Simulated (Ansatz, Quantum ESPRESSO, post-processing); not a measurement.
# F-SiC-F chair, 1 layer: response to a perpendicular field, part 5 of 6

Aim: how F-SiC-F chair, 1 layer screens a field along its normal, and what the field does to its bands.

Quantum ESPRESSO 7.5; plane-wave DFT, RPBE, GBRV ultrasoft pseudopotentials made under PBE; geometry and cross-check by Ansatz 0.2.0 with PAW datasets.

So far. Step 13 (Bands along a path: field -0.2 V/Å): Upper empty bands that drop with the field can be states of the vacuum, held by the sawtooth; they depend on the cell's width. Step 13 (Bands along a path: field -0.2 V/Å): Along this path the valence top lies at Γ and the conduction bottom at Γ.

## Step 14: Valence density

plot_num = 0 writes the valence density.

The input, f0.rho.in:

```
&inputpp
  prefix = 'f0'
  outdir = './out'
  filplot = 'f0.rho.dat'
  plot_num = 0
/
```

Run with:

```console
$ OMP_NUM_THREADS=1 mpirun -n 4 pp.x -in f0.rho.in > f0.rho.out
```

Numbers of over 12 decimals in the logs are rounded to 6 here.

Output:

```text
[banner, memory and clock lines left out]
Program POST-PROC v.7.5 starts

          URL

     ./out/f0.save/

     IMPORTANT: XC functional enforced from input :
     Exchange-correlation= RPBE
                           (   1   4  44   4   0   0   0)
     Any further DFT definition will be discarded
     Please, verify this is what you really want

     negative rho (up, down):  6.488E-04 0.000E+00

     Adding external electric field

     Computed dipole along edir(3) :
        Dipole               -0.0101 Ry au,         -0.0256 Debye
        Dipole field         -0.0001 Ry au,

        Potential amp.        0.0078 Ry
        Total length         37.4317 bohr

     Calling punch_plot, plot_num =   0
     Writing data to file  f0.rho.dat
     Message from routine chdens:
     namelist plot not found or invalid, exiting

Note: The following floating-point exceptions are signalling: IEEE_UNDERFLOW_FLAG
Note: The following floating-point exceptions are signalling: IEEE_UNDERFLOW_FLAG
Note: The following floating-point exceptions are signalling: IEEE_UNDERFLOW_FLAG
Note: The following floating-point exceptions are signalling: IEEE_UNDERFLOW_FLAG
```

It took 0.85 s on 4 MPI ranks of Arm Neoverse V2, shared host; peak memory 0.1 GiB; 3.1 s of CPU time.

Numbers from this step:

| Item | Value |
| --- | --- |
| electrons by integration | 22.00 e |

The valence density, planar mean oscillates, so the rows of the table below give means over windows of 1 Å about each position, cut where the curve ends. Its maxima inside the range that stand out by 2 % of the span (Å: e/Å³): 8.5: 1.07, 10.1: 0.618, 12.0: 1.03. Its minima: 9.2: 0.257, 11.1: 0.188.

Mean over planes. Table of valence density, planar mean by z; means over each step:

```
z (Å)  valence density, planar mean (e/Å³)
    5                               2.0e-6
    6                               1.1e-4
    7                              0.00778
    8                                0.450
    9                                0.481
   10                                0.525
   11                                0.250
   12                                0.725
   13                               0.0912
   14                              0.00118
   15                               2.0e-5
```

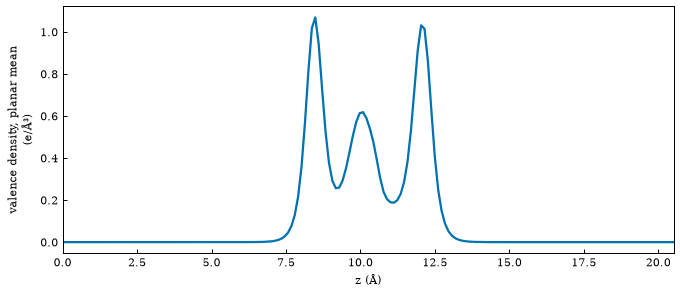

Valence density, planar mean, plotted against z.

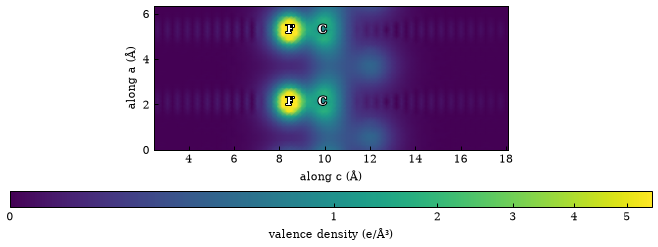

Valence density in the ca plane at fractional y = 0.333, with atoms of F and C within 0.2 Å of it. It is the smooth field of the valence electrons, not physical close to the nuclei. The colour scale is stretched toward low values. The far vacuum is left out of the map.

The density integrates to 22.000 electrons, as the 22 of the input ask.

## Step 15: Density by pp.x

The input, f2.rho.in:

```
&inputpp
  prefix = 'f2'
  outdir = './out'
  filplot = 'f2.rho.dat'
  plot_num = 0
/
```

Run with:

```console
$ OMP_NUM_THREADS=1 mpirun -n 4 pp.x -in f2.rho.in > f2.rho.out
```

It took 0.84 s on 4 MPI ranks; peak memory 0.1 GiB.

## Step 16: Charge moved by a field of 0.2 V/Å

This step gave:

- largest charge moved across a plane: 0.001113 e/Å²
- dipole step: -0.6807 eV

The planar mean oscillates, so the rows of the table below give means over windows of 1 Å about each position, cut where the curve ends. Its maxima inside the range that stand out by 2 % of the span (Å: e/Å³): 8.0: 7.9e-4, 8.7: 3.6e-4, 9.9: 8.0e-4, 11.3: 2.8e-4, 12.2: -2.3e-4. Its minima: 8.5: -1.4e-5, 9.2: -5.5e-5, 10.5: -8.3e-4, 11.9: -4.0e-4, 12.6: -6.9e-4.

The planar mean by z; means over each step:

```
z (Å)  planar mean (e/Å³)
    4              1.3e-8
    5              3.2e-7
    6              7.8e-6
    7              1.4e-4
    8              5.1e-4
    9              1.1e-4
   10              1.9e-4
   11             -2.5e-4
   12             -2.5e-4
   13             -4.2e-4
   14             -4.0e-5
   15             -1.8e-6
   16             -6.4e-8
```

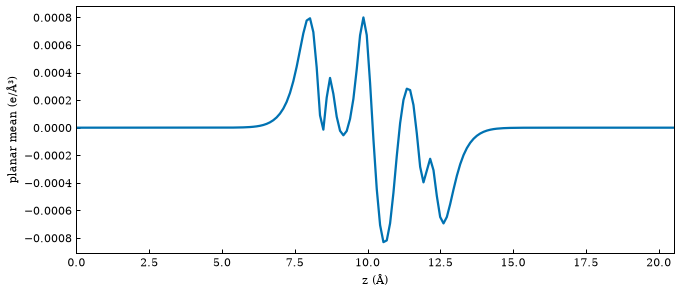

Planar mean, plotted against z.

The running integral, electrons below z by z:

```
z (Å)  running integral, electrons below z (e/Å²)
    4                                      3.3e-9
    6                                      2.0e-6
    8                                      5.0e-4
   10                                     0.00108
   12                                      6.3e-4
   14                                      7.6e-6
   16                                      1.0e-8
```

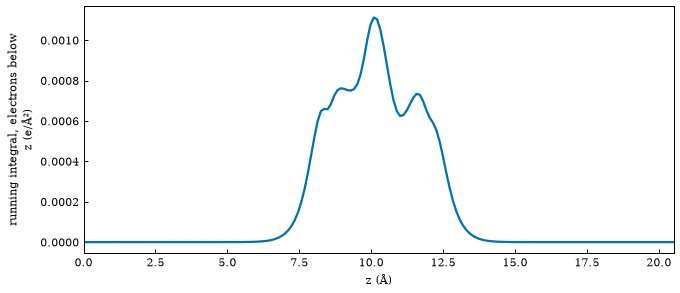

Running integral, electrons below z against z.

## Step 17: Polarisability from the dipole between 0 and 0.1 V/A

This step gave:

- change of slope in the vacuum: 0.10000 eV/Å
- polarisability a cell: 2.356 Å³
- sheet polarisability 4πα/A: 3.406 Å

The change of the potential energy, second field less first by z:

```
z (Å)  change of the potential energy, second field less first (eV)
    0                                                        -0.419
    2                                                        -0.649
    4                                                        -0.449
    6                                                        -0.249
    8                                                       -0.0665
   10                                                       -2.1e-4
   12                                                        0.0548
   14                                                         0.210
   16                                                         0.410
   18                                                         0.610
   20                                                         0.765
```

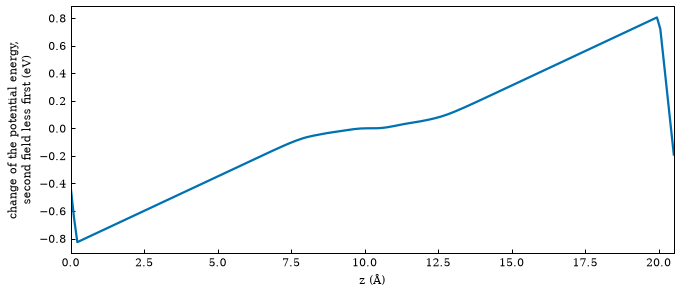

Change of the potential energy, second field less first, plotted against z.

## Step 18: Dipole against field

Dipole along the normal, dipole moment against applied field:

```
applied field (V/Å)  dipole along the normal, dipole moment (e·Å)
             -0.200                                       -0.0380
              0.000                                      -0.00533
              0.100                                        0.0110
              0.200                                        0.0274
```

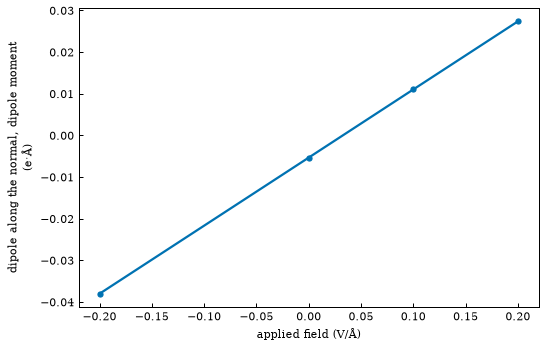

Dipole along the normal, dipole moment, plotted against applied field.

## Step 19: Cross-check with Ansatz: field 0.1 V/Å

A second code with its own PAW datasets, on the same atoms.

Level of this step: plane-wave DFT, PBE, Ansatz PAW (Ansatz 0.2.0).

The input, input.yaml:

```yaml
crystal:
  lattice:
    - [3.1685832491, 0.0, 0.0]
    - [-1.5842916246, 2.7440735877, 0.0]
    - [0.0, 0.0, 20.6333333333]
  atoms:
    - { symbol: F, position: [0.6666666667, 0.3333333333, 0.4104071029] }
    - { symbol: C, position: [0.6666666667, 0.3333333333, 0.4799347192] }
    - { symbol: Si, position: [0.3333333333, 0.6666666667, 0.5075061114] }
    - { symbol: F, position: [0.3333333333, 0.6666666667, 0.5851892232] }
kpoints:
  mp_grid: { grid: [12, 12, 1] }
hamiltonian:
  xc: pbe
scf:
  occupations: { method: fermi_dirac, width: 0.054 }
  convergence: { dr2_threshold: 1.0e-09 }
efield:
  axis: 3
  dipole_correction: true
  ramp_position: 0.97
  ramp_width: 0.04
  amplitude: 0.1
output:
  write_potential: true
  write_density: true
  volumetric_format: npy
```

Run with:

```console
$ ansatz run input.yaml --threads 4 --pin off --max-ram 8192MiB --backend cpu --events-out ev --progress --plain --runs-dir out
```

Output:

```text
[...]
Crystal: 4 atoms, lattice volume = 179.403 Å³
Basis set: ecut = 420 eV, 3501 PW (Γ)
Bands: 15, of which v1, the nominal top of the filled ones, is band 11 counted from 1 (10 counted from 0)
Symmetry: 6 space group operations
[...]
k-points: 19 of 144 (time reversal used)
[...]
SCF iter   1: F=—  HF=-2504.758586 eV  |F-HF|=—  |Δ(HF+E_count)|=         —  Δρ=6.27e-2  dr2=5.28e0  ethr=3.10e-3  p=0.022 e·Å  D=2.24e-2 V/Å  ΔV_dip=-0.46 eV  dr2_dipole=5.33e-4  V_vac-E_F(+/−)=8.23/6.84 eV  ⟨swp⟩=7.5  Hψ=2036  notcnv=0
[...]
SCF iter  10: F=-2503.207843 eV  HF=-2503.207843 eV  |F-HF|=1.33e-9  |Δ(HF+E_count)|=   8.68e-8  Δρ=1.09e-6  dr2=8.44e-10  ethr=4.55e-12  p=0.012 e·Å  D=1.25e-2 V/Å  ΔV_dip=-0.26 eV  dr2_dipole=1.55e-11  V_vac-E_F(+/−)=7.32/5.73 eV  ⟨swp⟩=3.6  Hψ=1439  notcnv=0
SCF 1 converged in 10 iterations: F = -2503.207843 eV  dr2 = 8.44e-10
[...]
SCF converged after 10 iterations
Free energy (F): -2503.207843 eV
[...]
Internal energy: -2503.207843 eV  (E = F + TS)
E sigma→0 (E₀):  -2503.207843 eV
Fermi energy:    -3.420935 eV
Dipole field:    D = 0.012513 V/Å  (p = 0.012406 e·Å, saw-weighted, corrected)
Work function:   not extracted (applied field tilts the vacuum); planar V_es + V_field profile in the machine report
[...]
--- Band table (eV; the first three rows and the last of 19) ---
  k-point 0: bands = [... 7 lower, -8.3997, -8.3997, -4.4263, -4.4263, -2.4729, 1.2879, 2.4323, 2.9070]
  k-point 1: bands = [... 7 lower, -8.4416, -8.4110, -4.8229, -4.5230, -2.2145, 1.5087, 2.5536, 2.7200]
  k-point 2: bands = [... 7 lower, -8.5502, -8.4445, -5.6321, -4.7561, -1.6990, 1.6014, 2.6573, 3.0939]
  k-point 18: bands = [... 7 lower, -9.1745, -8.5568, -7.2755, -6.8529, 1.8593, 2.7411, 3.1695, 4.6060]
```

Wall time 1.6 s (4 threads); peak memory 0.39 GiB; 6 s of CPU time.

This step gave:

| Quantity | Value |
| --- | --- |
| free energy | -2503.2078 eV |
| Fermi energy | -3.421 eV |
| gap by band count | 1.953 eV |
| dipole along the normal | 0.01241 e·Å |

At 0.1 V/Å Ansatz's dipole is 0.0124 e Å against 0.0110 from pw.x, under another functional.

## Step 20: The same in Ansatz: field -0.1 V/Å

input.yaml, as its differences from the input of step 19:

```diff
@@ -22,3 +22,3 @@
   ramp_width: 0.04
-  amplitude: 0.1
+  amplitude: -0.1
 output:
```

Output:

```text
[...]
Crystal: 4 atoms, lattice volume = 179.403 Å³
Basis set: ecut = 420 eV, 3501 PW (Γ)
Bands: 15, of which v1, the nominal top of the filled ones, is band 11 counted from 1 (10 counted from 0)
Symmetry: 6 space group operations
[...]
k-points: 19 of 144 (time reversal used)
[...]
--- Band table (eV; the first three rows and the last of 19) ---
  k-point 0: bands = [... 7 lower, -8.4808, -8.4808, -4.4215, -4.4215, -2.4730, 1.2011, 2.6183, 2.8850]
  k-point 1: bands = [... 7 lower, -8.5198, -8.4902, -4.8169, -4.5183, -2.2160, 1.4246, 2.6056, 2.8268]
  k-point 2: bands = [... 7 lower, -8.6254, -8.5206, -5.6227, -4.7511, -1.7027, 1.5589, 2.5863, 3.2670]
  k-point 18: bands = [... 7 lower, -9.2416, -8.6405, -7.2488, -6.8441, 1.8612, 2.7019, 3.1527, 4.5945]
[key lines of the parts left out:]
SCF converged after 11 iterations
Free energy (F): -2503.208645 eV
Fermi energy:    -3.418636 eV
Dipole field:    D = -0.020597 V/Å  (p = -0.020421 e·Å, saw-weighted, corrected)
```

Elapsed: 1.6 s, on 4 threads; peak memory 0.39 GiB.

This step gave:

| Property | Result |
| --- | --- |
| free energy | -2503.2086 eV |
| Fermi energy | -3.419 eV |
| gap by band count | 1.948 eV |
| dipole along the normal | -0.02042 e·Å |

## Step 21: Dipole against field, Ansatz

Dipole along the normal, dipole moment against applied field:

```
applied field (V/Å)  dipole along the normal, dipole moment (e·Å)
            -0.1000                                       -0.0204
             0.0000                                      -0.00402
             0.1000                                        0.0124
```

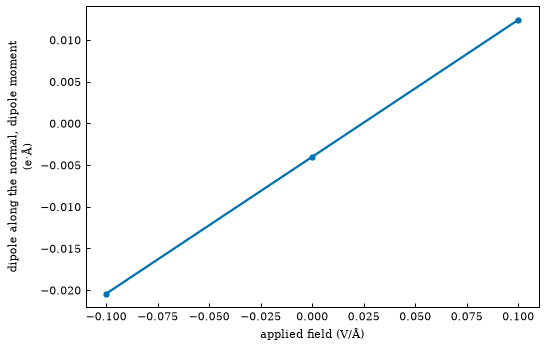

Dipole along the normal, dipole moment against applied field.

(Part 5 of 6 ends here.)

[Logs are printed without paths, hosts, clocks, repeated set-up lines and the standing remarks that a program may print on its own settings, such as how far it seeks lower states.]

[Hosts, paths, dates, database ids (printed as entryN), source tags and the programs' standing remarks are cut or masked in the printed files.]

[Maps of the electrostatic potential energy from Ansatz leave out the sawtooth potential of an applied field or a dipole correction, so their vacuum need not be flat; planar profiles and work functions include it.]
